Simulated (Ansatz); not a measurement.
## Electronic structure of C$_{2}$HF$_{2}$In in real space

```xyz
6

F     0.5261   -2.5568    0.7317
C     0.5019   -1.2884    0.6852
C     0.4813   -0.0935    0.6445
In   -1.3279    0.6612   -1.8479
F    -0.5769    2.2392   -0.8331
H     0.4375    0.9742    0.5733
```

Geometry: PBE0-D4/def2-TZVP; core potentials replace the inner electrons of In; at this geometry the atoms fall into two loosely joined parts.

Level of theory: RKS PBE0-D4/def2-TZVPP in Ansatz.

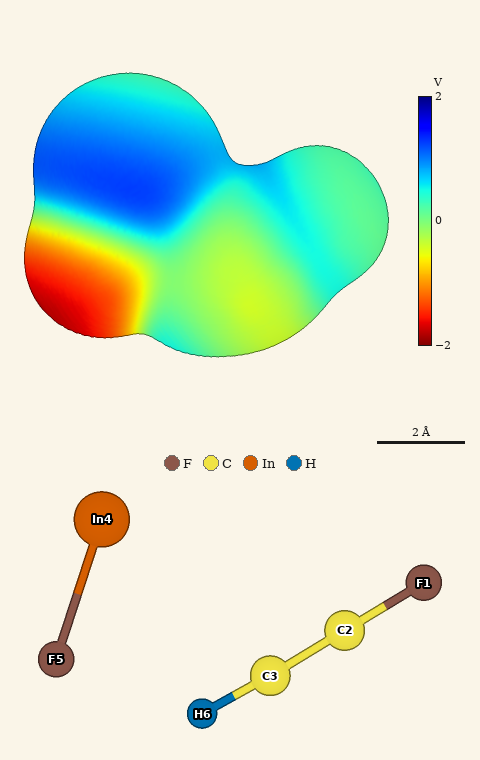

Figure 1. The molecular electrostatic potential painted on the density surface at 0.001 e/bohr³, seen across its widest extent; red is negative and blue positive. The bare structure is drawn below in the same view.

### Which sites attract a positive test charge, and which a negative one?

A positive charge is drawn to the negative regions and a negative charge to the positive ones. The most negative region (about −1.8 V, or −42 kcal/mol for a unit charge) lies over F5, the most positive (about +1.2 V, or +28 kcal/mol for a unit charge) over In4.

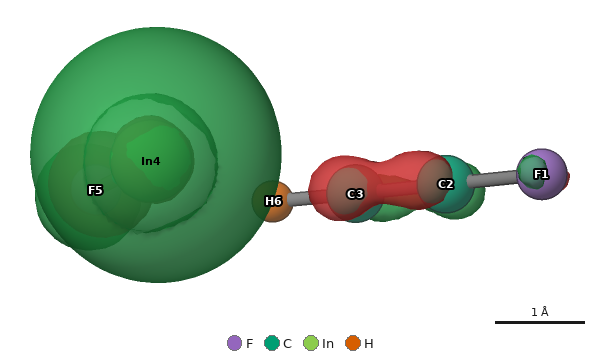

Figure 2. One frontier orbital at ±0.15 Å⁻³ᐟ² (green and red are the two phases), seen from one side.

### Which orbital is it: HOMO or LUMO?

The HOMO, at −7.38 eV. Its weight (Hirshfeld) is mainly on In4 (about 70 %) and F5 (about 20 %); it is symmetric in the molecular plane (an in-plane orbital: σ, lone-pair or in-plane π type).

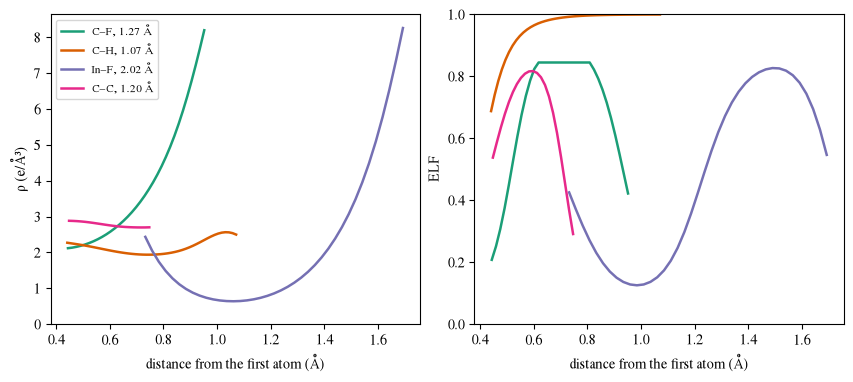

Figure 3. Electron density and electron localisation function along straight lines between neighbouring atoms. The curves leave out the atomic cores.

### What can be read from the curves?

C–F (1.27 Å): the density is about 2.8 e/Å³ at the midpoint; the ELF peaks at about 0.85 between the atoms, as expected for a shared but strongly polarised pair.
C–H (1.07 Å): the density is about 2.2 e/Å³ at the midpoint; the ELF climbs to about 1 towards the hydrogen, as it does in any bond to H; an ordinary covalent bond to hydrogen.
In–F (2.02 Å): the density is about 0.66 e/Å³ at the midpoint; the ELF peaks at about 0.85 in the valence shell of F, 0.5 Å from its nucleus, and drops to about 0.15 between the two atoms.
C–C (1.20 Å): ρ at the midpoint is about 2.8 e/Å³; the ELF peaks at about 0.80 between the atoms: a multiple bond.

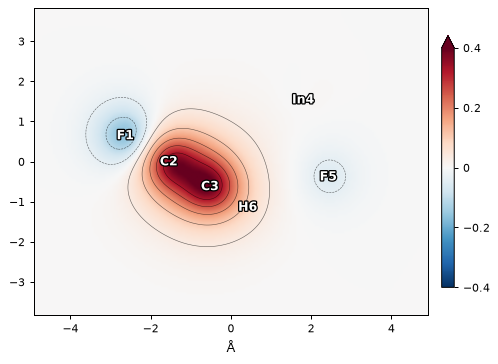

Figure 4. The HOMO−1 on a plane 0.8 Å above the molecular plane (values in Å⁻³ᐟ²; the overall sign is arbitrary).

### What is the character of this orbital?

By Hirshfeld shares it lies mainly on C3 (about 45 %), C2 (about 40 %) and F1 (about 10 %); it changes sign across the molecular plane (π type); π-bonding across C2–C3. Its energy is −8.53 eV.
